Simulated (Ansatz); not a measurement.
**Fields on a plane of Te (trigonal-Te type, space group P3_121)**

```yaml
crystal:
  lattice:
    - [4.62355, 0.00000, 0.00000]
    - [-2.31177, 4.00411, 0.00000]
    - [0.00000, 0.00000, 5.90437]
  atoms:
    - { symbol: Te, position: [0.25344, 0.00000, 0.33333] }
    - { symbol: Te, position: [0.00000, 0.25344, 0.66667] }
    - { symbol: Te, position: [0.74656, 0.74656, 0.00000] }
```

The slice is a (1 -1 0 0) plane (indices of the conventional cell) through the point (0.000, 0.253, 0.667) (fractional), spanned by u = [110] and v = [001] in vectors of this cell: u (4.62 Å) and v (5.90 Å, at 90° to u). It covers one period; positions are fractions (u, v).

Atoms on it: Te at (0.00, 0.00).

These are r2SCAN (plane waves to 500 eV, PAW, scalar-relativistic; Ansatz, a first-principles code) values and carry that method's errors. k mesh 8×8×6. Inside the PAW spheres the values are not all-electron values, and peaks at nuclei hang on which shells count as valence. Spin-orbit coupling is left out, though Te is heavy. Te was relaxed with its symmetry unable to fall. The PAW data are Ansatz's earlier set.

```
|xxxxx :*%@@@@@%*. xxxx|
|xxxxx -*%@@@@@%*- xxxx|
|xxxx  =#%@@@@@%#+  xxx|
|xxx  :*#@@@@@@@%*-  xx|
|    :+#%@@@@@@@%%*-   |
|  :=+#%@@@@@@@@@%#*=:.|
|+++*#%%@@@@@@@@@@%%#*+|
|###%%@@@@@@@@@@@@@%%##|
|%%%%@@@@@@@@@@@@@@@%%%|
|@@@@@@@@@@@@@@@@@@@@@@|
|@@@@@@@@@@@@%%%@@@@@@@|
|@@@@@@@@@@%%%%%%%@@@@@|
|@@@@@@@@@%%%#####%%@@@|
|@@@@@@@@@%#**+++*#%%@@|
|@@@@@@@@%#*+-::-=+#%%@|
|@@@@@@@@%*+:    .=*#%@|
|@@@@@@@%#*-      :=*%%|
|@@@@@@@%#+:       -*#%|
|%%@@@@@%#+:       -+#%|
|##%%@@@%#+:       -+*#|
|++*#%%%%#*-      :-=++|
| .-=*#%%%*+-.   .--:. |
|    -*#%%#*+=-----.   |
|xxx  =*%%%##*+++=.  xx|
|xxxx  +#%%%%##*+-  xxx|
|xxxxx -#%@@%%%#+: xxxx|
|xxxxx :*%@@@@%#+. xxxx|
|xxxxx .*%@@@@@%+. xxxx|
```
Scale: ten equal steps from -2.00 (start of ' ') to 6.28 (end of '@'), in the order ' .:-=+*#%@'. Values: electrostatic potential energy of an electron, from the cell's mean, in eV. The map has 22 points along u (one character each, u = 0 at the left) and 28 along v (v = 0 in the bottom row). Points within 1 Å of a nucleus are blanked (x), as the pseudised field means little there. Values under -2 eV are set to -2. The zero, the cell's mean, hangs on the PAW cores.

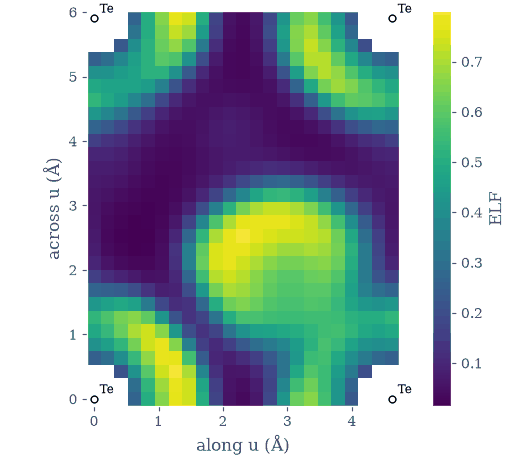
Fig. 1. Electron localisation function (ELF), one period of the plane, atoms marked. Points within 0.5 Å of a nucleus are left white, as the pseudised field means little there.
